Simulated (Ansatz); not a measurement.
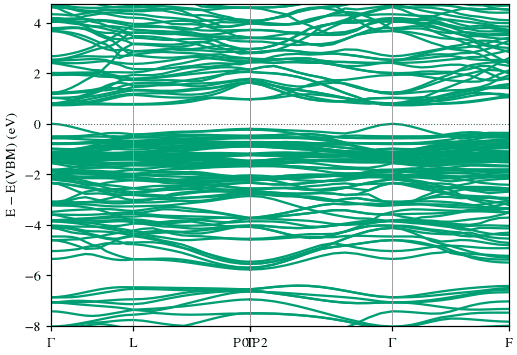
Fig. 1. Band structure from DFT-r²SCAN in the program Ansatz with PAW potentials

The gap is 0.73 eV; an edge lies off the plotted path or next to a special point (maximum at Γ, minimum off the standard path).

Pick the material that matches.
A) MgMnO3, R-3 (Mg on 6c, Mn on 6c, O on 18f)
B) KErTe2, R-3m (K on 3b, Er on 3a, Te on 6c)
C) Co2Sn3Te3, R-3 (Pearson symbol hR32)
D) RbGdSe2, R-3m (Rb on 3a, Gd on 3b, Se on 6c)

C, Co2Sn3Te3, R-3 (Pearson symbol hR32)

The workflow started from a Materials Project entry (that database holds measured and hypothetical structures alike); the Crystallography Open Database copy checked does not list it. Its standing as an ambient phase is unchecked. The cell was relaxed with r²SCAN under the symmetry of its start; its stability against distortions is not shown here. The run is not spin-polarised. Spin–orbit coupling is left out wherever it is not named.

Potentials: the later of the program's two PAW sets.
